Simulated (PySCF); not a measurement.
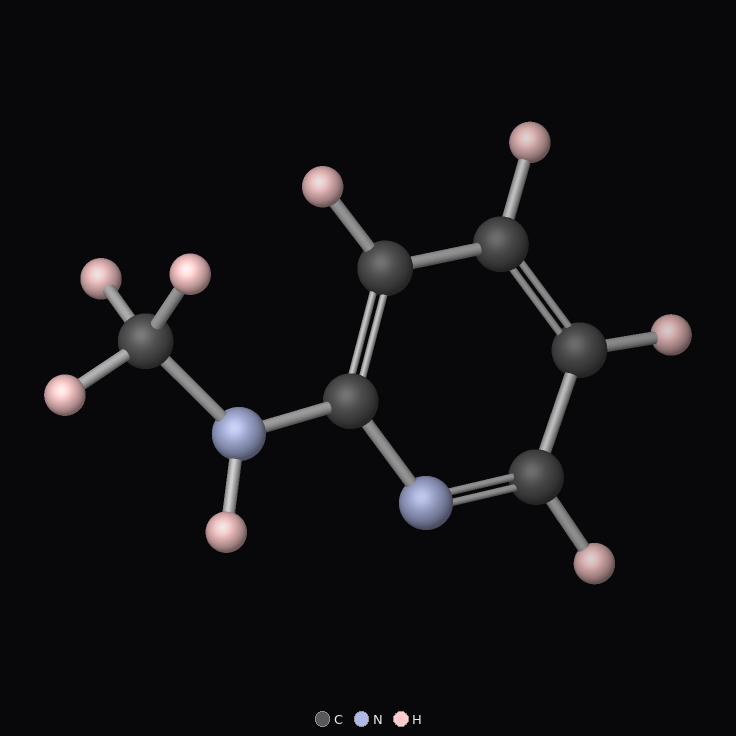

Ball-and-stick drawing of a structure. Double and triple bonds are drawn as two and three sticks.

> Which formula does it have?

C6H8N2, 16 atoms: 6 carbon, 8 hydrogen and 2 nitrogen.

> How many bonds of each kind are drawn?

7 C–H, 4 C–N, 4 C–C, 1 N–H.

> Give a SMILES string for it.

CNc1ccccn1

> Does it have rings?

Independent rings (smallest set): 1 of 6 members, 1 of them aromatic.

The parts below concern this one geometry. Atoms keep their numbers from picture to picture. Computed geometry: PBE0-D3(BJ)/def2-SVP optimisation. No frequency run is at hand to confirm it as a minimum.

## Geometry

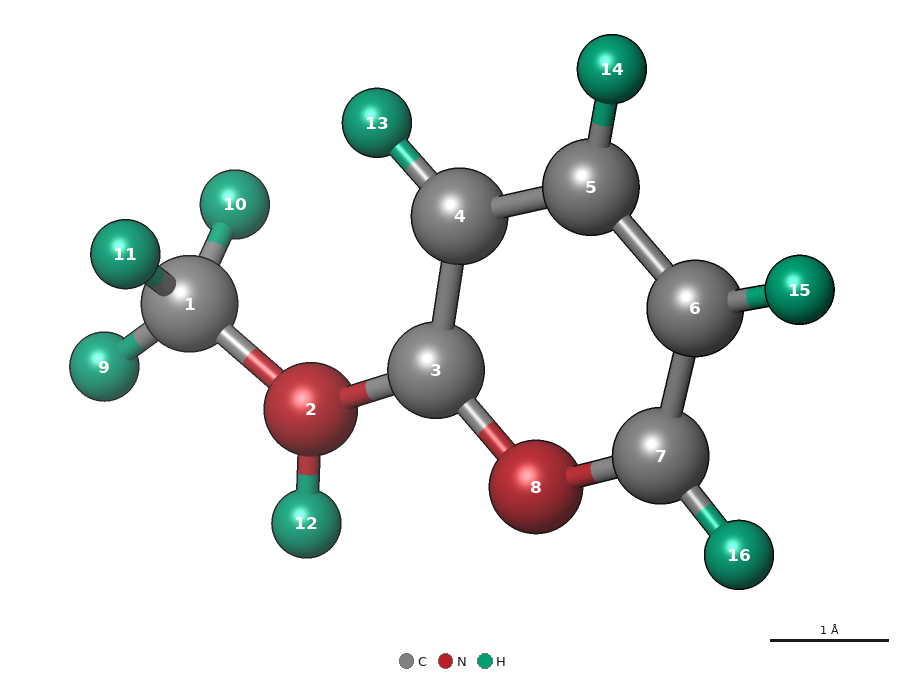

No frequency run is at hand to confirm it as a minimum.

> Describe the coordination of atom 3.

C3 has 3 neighbours (N2 at 1.36, C4 at 1.41, N8 at 1.34 Å); the arrangement is trigonal planar.

> How are the neighbours of atom 8 arranged?

N8 has 2 neighbours (C3 at 1.34, C7 at 1.33 Å); the arrangement is bent.

> How are the neighbours of atom 5 arranged?

C5 has 3 neighbours (C4 at 1.39, C6 at 1.40, H14 at 1.09 Å); the arrangement is trigonal planar.

> What is the geometry at C4?

C4 has 3 neighbours (C3 at 1.41, C5 at 1.39, H13 at 1.09 Å); the arrangement is trigonal planar.

> What is the dihedral angle C3–C4–C5–C6?

0° in size, that is syn (eclipsed).

## Electronic properties

No frequency run is at hand to confirm it as a minimum. Method: B3LYP/pcJ-1, gas phase (PySCF 2.14.0).

> What is the LUMO energy (Kohn–Sham orbital)?

−0.58 eV.

> Give the dipole moment at this level.

2.01 D.

> Estimate the HOMO energy (Kohn–Sham orbital).

−5.70 eV.

## Ring current

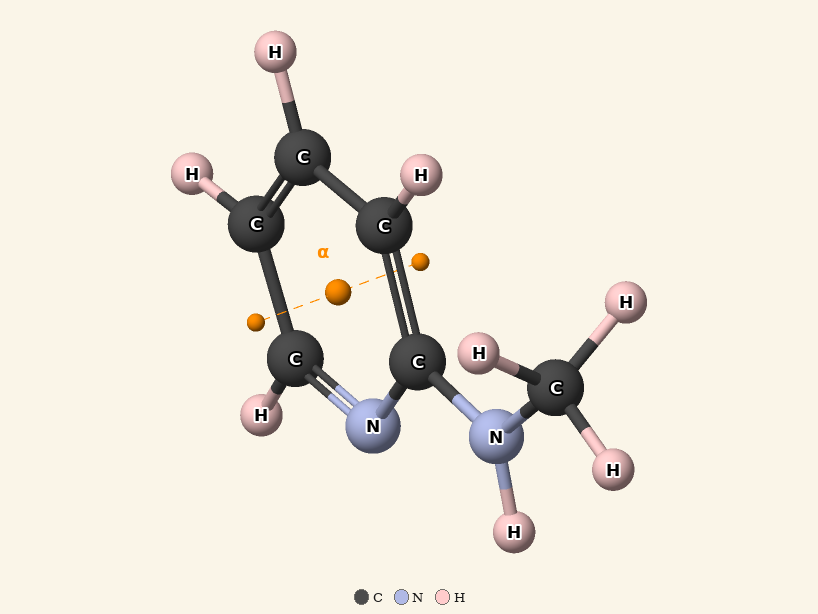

The small points mark where nucleus-independent chemical shifts (NICS) were computed: at the centre of each lettered ring and 1 Å above and below it. No frequency run is at hand to confirm it as a minimum. Properties computed with GIAO PBE0/pcSseg-1 NMR shielding, non-relativistic, gas phase (PySCF 2.14.0).

Give NICS(0), NICS(1) and the out-of-plane component NICS(1)zz for each ring (means of the two sides).

```tsv
ring	members	NICS(0)	NICS(1)	NICS(1)zz
α	C5N	−6.3	−9.4	−22.6
```

Values in ppm.

> What do the values say about the ring currents?

Ring α: diatropic, as in an aromatic ring. NICS is one index among several.

## Spin–spin coupling

No frequency run is at hand to confirm it as a minimum. Properties computed with B3LYP/pcJ-1 indirect spin-spin coupling, non-relativistic, gas phase (PySCF 2.14.0). Isotopes: 13C, 1H, 15N.

Give the spin–spin coupling constants of these pairs, with the number of bonds between them: C1/N2, C3/N8, C7/N8, N2/H9, N2/C4, N2/N8, N2/C5, N2/C7, N8/H13.

```tsv
pair	bonds apart	J (Hz)
C1, N2	1	−15.6
C3, N8	1	−5.4
C7, N8	1	−3.3
N2, H9	2	0.7
N2, C4	2	−4.7
N2, N8	2	9.1
N2, C5	3	−1.0
N2, C7	3	−3.4
N8, H13	3	−0.6
```

## Quadrupole coupling

No frequency run is at hand to confirm it as a minimum. Electric field gradients from the ground-state density, B3LYP/pcJ-1 (PySCF 2.14.0), non-relativistic apart from any core potentials.

Give the largest field-gradient component, the quadrupole coupling constant and the asymmetry for 14N at N2 (Q = 20.44 mb), 14N at N8 (Q = 20.44 mb), 2H at H9 (Q = 2.86 mb), 2H at H10 (Q = 2.86 mb), 2H at H11 (Q = 2.86 mb), 2H at H12 (Q = 2.86 mb).

```tsv
atom	V_zz (a.u.)	e²qQ/h (MHz)	η
N2	−1.169	−5.62	0.08
N8	−0.965	−4.63	0.01
H9	0.281	0.189	0.08
H10	0.268	0.180	0.06
H11	0.267	0.179	0.06
H12	0.385	0.259	0.22
```
